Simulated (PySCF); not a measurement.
**CH4S, SMILES `CS`: what the electrons do**

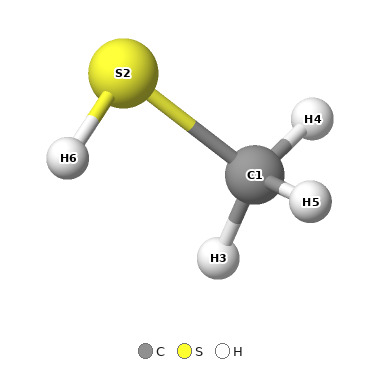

The molecule, with its atoms numbered as below. No frequency check shows the geometry to be a minimum.

Cartesian coordinates (Å):

```
C1       1.1575   -0.0162    0.0000
S2      -0.6611    0.0862   -0.0000
H3       1.4950   -0.5325   -0.8934
H4       1.5210    1.0063   -0.0025
H5       1.4952   -0.5281    0.8957
H6      -0.8790   -1.2273    0.0002
```

## 1. Excited states

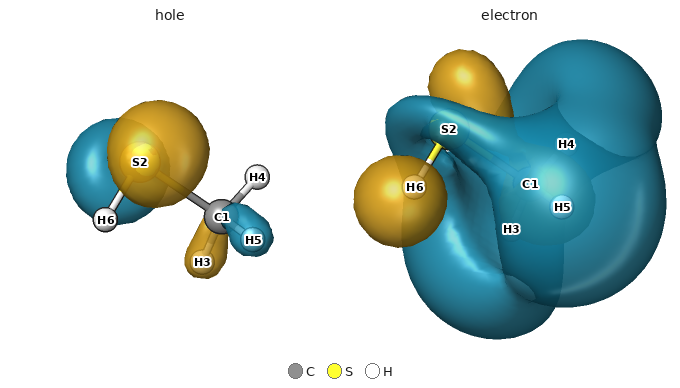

Leading natural transition orbital pair of S₃ (full linear response singlet states); the surfaces enclose about 70 % of each orbital's density.

Computed with PySCF, ωB97X/def2-TZVP, geometry: GFN2-xTB. Without diffuse functions Rydberg states are missing, so the states' numbers hold for this basis only.

Q: Where does the state lie, and where do hole and electron sit?

A: 8.60 eV (144 nm), f = 0.000 (dark), partly diffuse acceptor orbital, which a basis without diffuse functions describes poorly; the leading pair carries 99 %; hole on S2 (79 %) and C1 (9 %), electron on C1 (23 %), H3 and H5 (20 % each) and H4 (16 %) (atom shares of so diffuse an orbital are rough); their centroids lie 1.6 Å apart. In canonical orbitals it is mainly HOMO → LUMO+2 (86 %). The HOMO–LUMO gap is 11.85 eV.

## 2. Removing or adding an electron

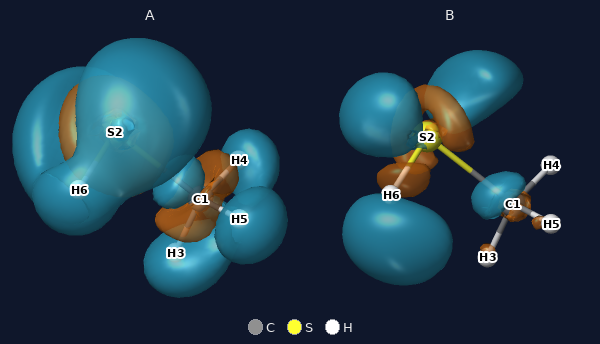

The two Fukui functions at ±0.02 e/Å³ (light blue positive, orange negative).

Method: M06-2X/cc-pVTZ; geometry: GFN2-xTB; program: PySCF.

Q: Which panel is f⁻ (electron removed) and which f⁺ (electron added)?

A: A is f⁻, B is f⁺. f⁻ (Hirshfeld-condensed) is largest on S2 (0.63); the vertical ionisation energy is 9.47 eV. f⁺ (Hirshfeld-condensed) is largest on S2 (0.29) and H6 (0.17); the vertical electron affinity is −2.27 eV (the stability of the anion's solution wasn't checked; negative, but this basis has no diffuse functions, so it doesn't show that the anion is unbound).

Q: What chemical potential and hardness follow from the two energies?

A: μ = −(I + A)/2 = −3.60 eV and η = I − A = 11.74 eV.

## 3. Localised orbitals

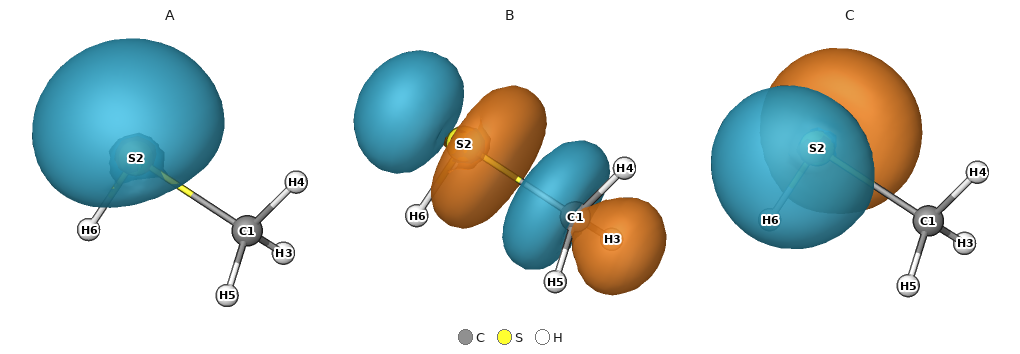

Intrinsic bond orbitals (IBO), occupied and valence-virtual; each surface holds about 85 % of the orbital's density. Energies are diagonal elements of the Fock matrix.

Level of theory: PBE/def2-SVP (PySCF), at a geometry from GFN2-xTB.

Q: What does each orbital represent in a Lewis picture?

A: By panel:
- A: lone pair on S2 (sp0.5-type) (S2 100 %; −11.6 eV)
- B: σ* orbital S2–C1 (S2 50 %, C1 50 %; 2.5 eV)
- C: lone pair on S2 (p-type) (S2 99 %; −5.5 eV)

The PySCF runs shown took 5.7 min, 7.1 min and 5.3 s on 1 thread of Arm Neoverse N1, with other jobs on the host.
